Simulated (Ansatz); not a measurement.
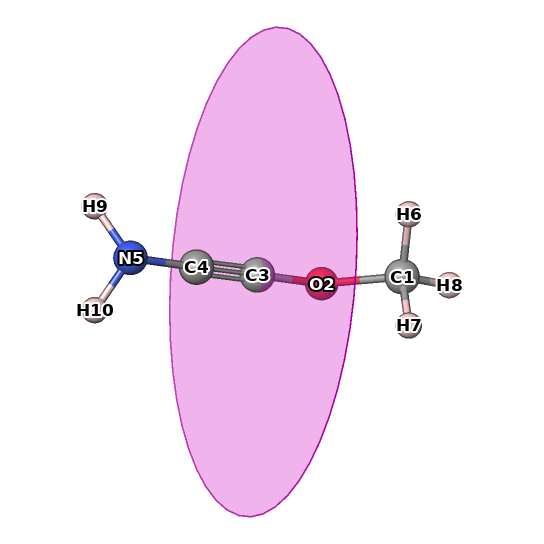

A disc through the centre of mass is drawn in. Depth is shown by fading: the farther an atom, the more it takes the colour of the background. The computed structure is the end point of a PBE0-D4/def2-TZVP optimisation.

Question: Is the plane of the disc a mirror plane of the structure?

Answer: No. The point group is Cs, with 1 mirror plane, and this plane isn't one of its mirror planes.
